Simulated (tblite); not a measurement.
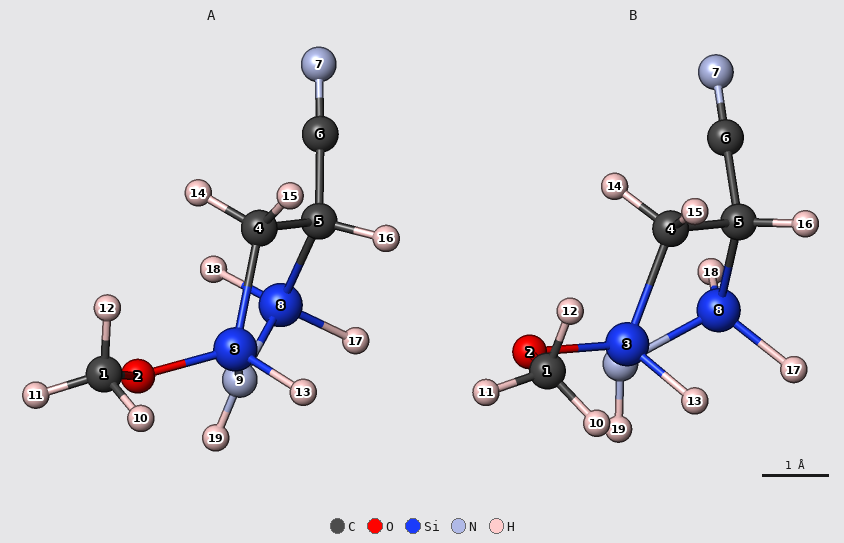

Two geometries of C4H10N2OSi2, drawn at one scale. One is the start of a relaxation, the other its converged end. The picture is a ball-and-stick view, seen from a free direction.

Level of theory: GFN2-xTB geometry optimisation, gas phase in tblite. 

Which one is relaxed?

Structure A is the relaxed one. Over 108 geometry steps the energy falls by 21.3 kcal/mol. The largest move after the best rigid fit is that of H18, 1.18 Å. By element the largest moves are H 1.18 Å, N 0.78 Å, O 0.59 Å, Si 0.55 Å, C 0.34 Å. Among the contacts that change: O2–Si3 1.698 → 1.618 Å, C5–Si8 1.849 → 1.922 Å, Si8–N9 1.790 → 1.723 Å, C5–C6 1.476 → 1.425 Å. Bond angles that change, for instance: C1–O2–Si3 107.6° → 128.0°, Si3–N9–Si8 100.1° → 117.9°, C5–Si8–N9 105.4° → 95.8°. Groups turn about C5–Si8 by about 40°, C4–C5 by about 20°. The run took 1.9 s on 1 thread of Arm Neoverse N1, with other jobs on the host.
